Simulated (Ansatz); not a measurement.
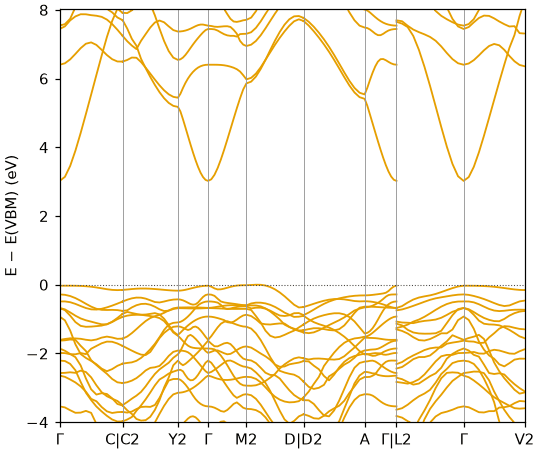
Figure. Band structure from plane-wave PAW r²SCAN (Ansatz code)

Read off the gap and where the band edges lie.

About 3.0 eV (3.02 eV by a search for the band edges); maximum on the M2–D line, 19 % of the way from M2, minimum at Γ.

The material is Ga2O3 in space group C2/m (No. 12; Pearson symbol mS20).

The cell was relaxed with r²SCAN under the symmetry of its start. Scalar-relativistic: spin–orbit coupling is off unless named, which matters more the heavier the elements.

Potentials: the later of the program's two PAW sets.
